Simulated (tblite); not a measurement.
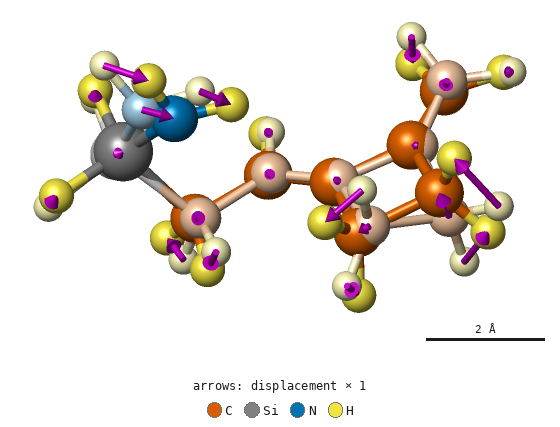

This is a relaxation of C$_{7}$H$_{13}$NSi. The starting structure is drawn faded, the final one solid; purple arrows show the displacements, at their true length. The two geometries are superimposed by the best rigid fit.

The picture is a ball-and-stick view, seen from a free direction.

Method: GFN2-xTB geometry optimisation, gas phase in tblite 0.8.0. 

> What happened in the run?

Over 119 geometry steps the energy falls by 13.8 kcal/mol. The largest move after the best rigid fit is that of an H atom, 1.31 Å. Largest moves by element: H 1.31 Å, C 0.64 Å, N 0.58 Å, Si 0.20 Å. Some distances before and after: N–Si 1.766 → 1.720 Å, C–Si 1.875 → 1.913 Å, C–C 1.509 → 1.544 Å, C–H 1.124 → 1.089 Å. Bond angles that change, for instance: H–C–H 117.3° → 108.6°, C–C–H 108.5° → 115.0°, C–C–H 122.6° → 116.5°. Groups turn about C–C by about 30°, C–C by about 25°, C–C by about 25°.
